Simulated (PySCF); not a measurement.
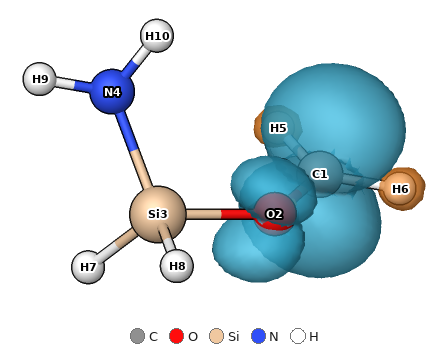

Figure 1: CH6NOSi, doublet, SMILES `[CH2]O[SiH2]N`. Spin density ρα − ρβ at ±0.03 e/Å³ (light blue: excess α, orange: excess β).

PySCF calculation, PBE0/6-31+G*, gas phase; geometry: GFN2-xTB. No frequency check shows the geometry to be a minimum. The stability of the open-shell solution wasn't checked. GFN2-xTB doesn't know the spin state, so this open-shell geometry is rough.

> Where is the unpaired spin?

Hirshfeld spin populations: C1 +0.70, O2 +0.16, H5 +0.05 and H6 +0.05. ⟨S²⟩ = 0.75, as for a pure state.
